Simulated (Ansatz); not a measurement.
Given this structure:

```
CELL_PARAMETERS angstrom
3.33006 0.00000 0.00000
0.00000 3.33006 0.00000
0.00000 0.00000 13.51511
ATOMIC_POSITIONS crystal
Ir 0.00000 0.00000 0.00000
Pb 0.50000 0.50000 0.13118
Pb 0.00000 0.00000 0.36882
Ir 0.50000 0.50000 0.50000
Pb 0.00000 0.00000 0.63118
Pb 0.50000 0.50000 0.86882
```

What does this file describe?

It has the composition IrPb$_{2}$. The atoms follow space group I4/mmm (No. 139); the Bravais lattice is body-centred tetragonal. Cell content 2 Ir, 4 Pb; Z = 2.

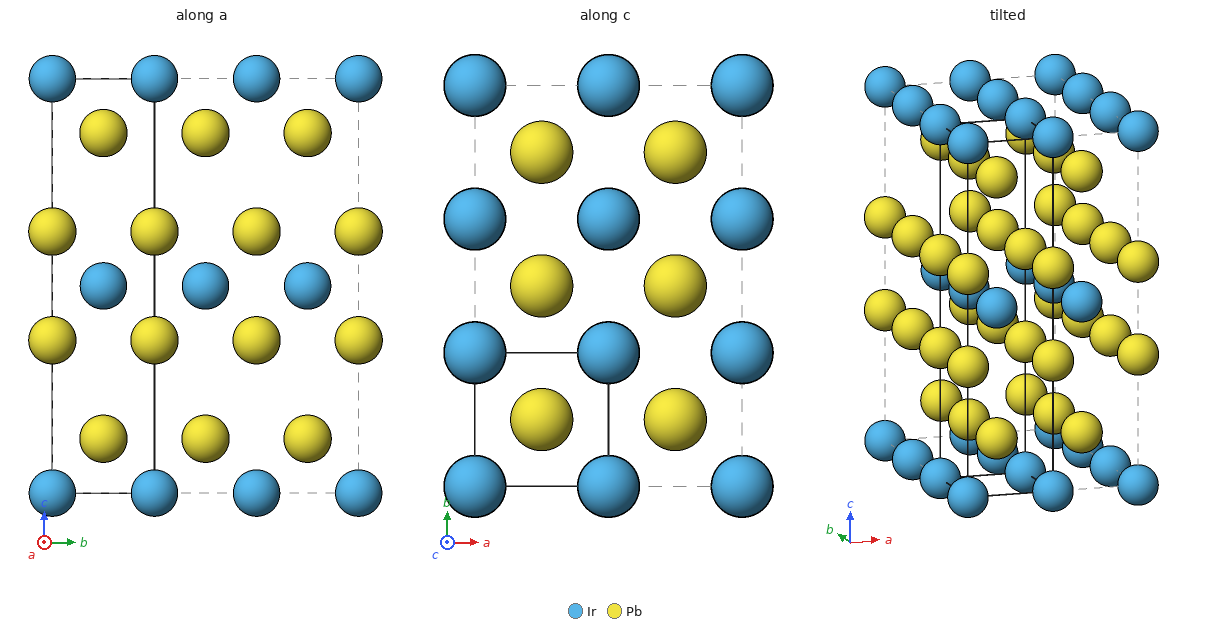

Shown here is a spheres-only view of the crystal, taken along the a axis, along the c axis and slightly off an axis. One conventional unit cell is drawn solid; the view covers 2×3×1 cells. Colours: iridium blue, lead yellow.

Its origin is a textbook structure type filled with these elements (whether it is the usual form wasn't checked). The geometry is the end of a relaxation with Ansatz 0.2.0, DFT PBE, scalar-relativistic, plane waves, PAW.
